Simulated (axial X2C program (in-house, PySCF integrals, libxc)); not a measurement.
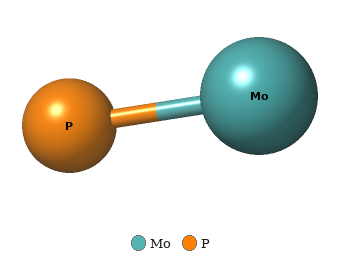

Fig. 1: The molecule at the reference distance of 2.098 Å.

**MoP⁺: relativistic diatomic calculation**

- system: MoP⁺, single determinant with Ω = 1 (not the lowest found). The distance is the PBE0 minimum at charge 1.
- method: expectation values, HF and Kohn-Sham, two-component X2C with atomic mean-field Coulomb and Gaunt terms, Mo dyall-cv3z, P dyall-v3z (cores contracted) (axial X2C program (in-house, PySCF integrals, libxc))

### Key numbers

```
   quantity                                                                 value
    outcome                       converged; the levels of theory disagree widely
   hardware  1 thread of Arm Neoverse V2, 24 GiB of memory available, shared host
  wall time                                                                 4.3 s
peak memory                                                              0.35 GiB
```

### The input
```
{"zs": [42, 15], "q": 1, "bas": ["dyall-cv3z", "dyall-v3z"], "r0": 2.23, "levels": ["PBE0", "HF", "BP86", "PBE50", "BHandHLYP"], "nst": 3}
```

The line is the task of a batch: nuclear charges, charge, bases, the levels to run, a first guess of the distance and further settings. This report covers the levels named above. The log is that of the reference distance, started from orbitals converged before.

Launched within a batch (the task file carries these settings):
```bash
python <driver script> task.json out
```

### The program's output
```
two-component X2C + atomic mean field  PBE0
basis functions 200  fitting functions 974  grid points 5079
iter        total energy     max residual
   1      -4388.202184178     2.50e-05
   2      -4388.202184179     1.16e-05
   3      -4388.202184180     1.04e-05
   4      -4388.202184180     6.78e-06
converged
one-electron -6354.64172979  Coulomb 1956.80882903  exact exchange -36.22352452  xc functional -111.10385196  nuclear repulsion 158.90450090  atomic mean-field constant -1.94640784
```

### Expectation values by level of theory

```csv
quantity,PBE0,HF,BP86,PBE50,BHandHLYP
effective field for an electron dipole moment (GV/cm),−1.29,−0.552,−0.742,−1.67,−1.49
field gradient at the first nucleus (a.u.),−3.35,−3.16,−3.48,−3.31,−3.31
field gradient at the second nucleus (a.u.),−1.94,−1.88,−1.79,−2.02,−2.10
"A∥/gI, first nucleus (MHz)",−1370,−1020,−1530,−1250,−1270
"A∥/gI, second nucleus (MHz)",−70.5,−66.2,−43.1,−88.2,−74.5
```

Each column comes from one determinant with 2 or more unpaired spinors, which can mix states, in a basis with contracted cores. The levels disagree widely: the effective field runs from −1.67 to −0.552 GV/cm and A∥/gI at the second nucleus runs from −88.2 to −43.1 MHz. They may not all have settled in the same state, and these values aren't reliable properties of the molecule.

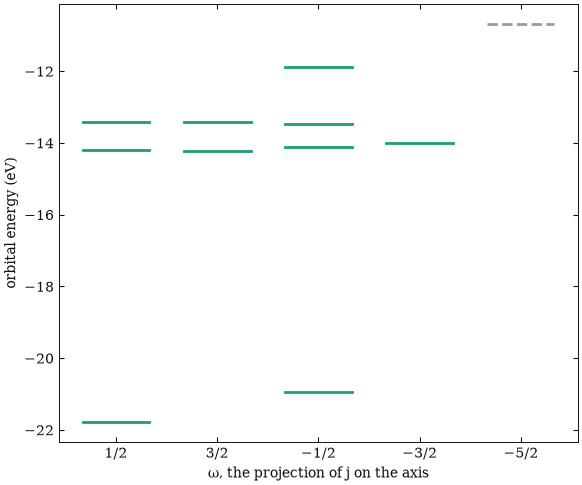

Fig. 2: Orbital energies (PBE0) near the frontier at 2.10 Å, filled (solid) and empty (dashed). The highest filled spinor (−1/2; 48 % Mo s, 35 % P p) lies at −11.90 eV, the lowest empty one (−5/2; 99 % Mo d) at −10.68 eV.
